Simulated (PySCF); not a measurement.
## Electronic structure of KH in real space

```xyz
2

K     0.0000    0.0000   -0.0570
H     0.0000    0.0000    2.2040
```

The calculation used PBE0/x2c-TZVPall, spin-free X2C-1e, Gaussian nucleus, at a bond length of 2.261 Å (PySCF).

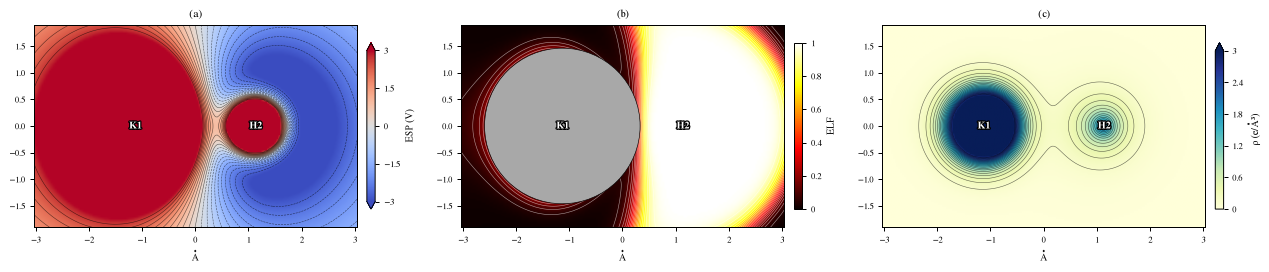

Figure 1. (a) molecular electrostatic potential; (b) electron localisation function; (c) electron density on a plane that holds the molecular axis. Grey discs cover the atomic cores in the ELF map.

> Describe what can be read from this map.

Atoms in the plane: K and H. K–H (2.26 Å): ρ is about 0.26 e/Å³ halfway; the ELF climbs to about 1 towards the hydrogen. Outside the dense part of the molecule the potential is most negative (−3.4 V) near H2.

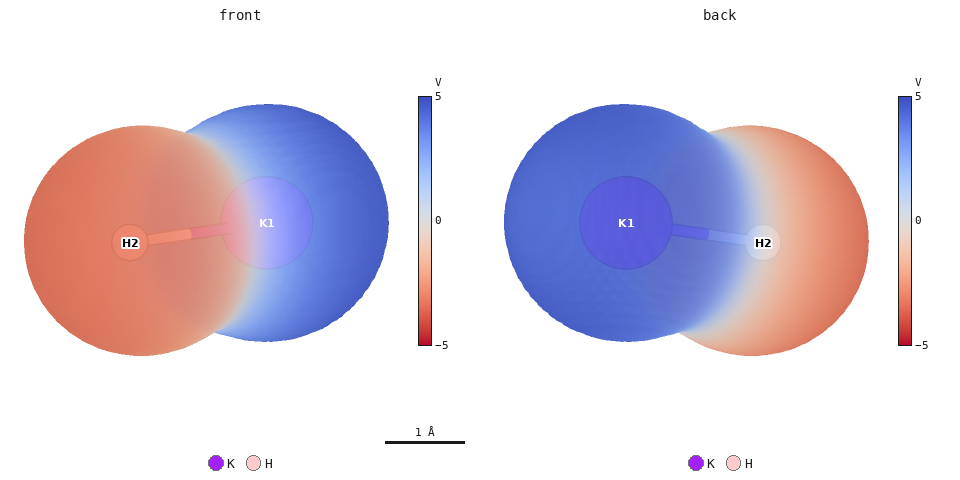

Figure 2. The molecular electrostatic potential painted on the density surface at 0.004 e/bohr³, seen from the front and from behind; red is negative and blue positive.

> Where is the surface potential most negative and most positive?

The most negative region (about −3.3 V) lies over H2, the most positive (about +4.5 V) over K1.
